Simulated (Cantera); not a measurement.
A closed system holds: 1 mol Ti, 0.37 mol CO2, 41 mol H2, at 9.00 mbar.

Cantera equilibrium calculation (NASA polynomials, part measured and part estimated; ideal gas, pure solids and liquids). Candidate condensed phases: C, C6H6, C7H8, C8H18, H2O, Ti, TiC, TiO, TiO2, Ti2O3, Ti3O5, Ti4O7; 113 gas species. Mutual solubility and eutectic melting of coexisting phases are not modelled. TiC, TiO: taken at fixed stoichiometry. Condensed phases not in the tables: solid solutions among these carbides, nitrides and lower oxides. Rates play no part.

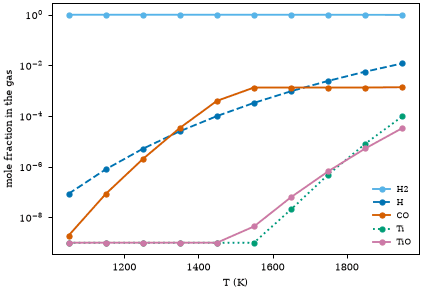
Figure. Equilibrium gas composition (values under 1e-9 drawn at 1e-9)

From 1050 K to 1450 K the condensed part is TiC(s) + TiO(s) + Ti2O3(s). From 1550 K to 1950 K the condensed part is TiC(s) + TiO(s).
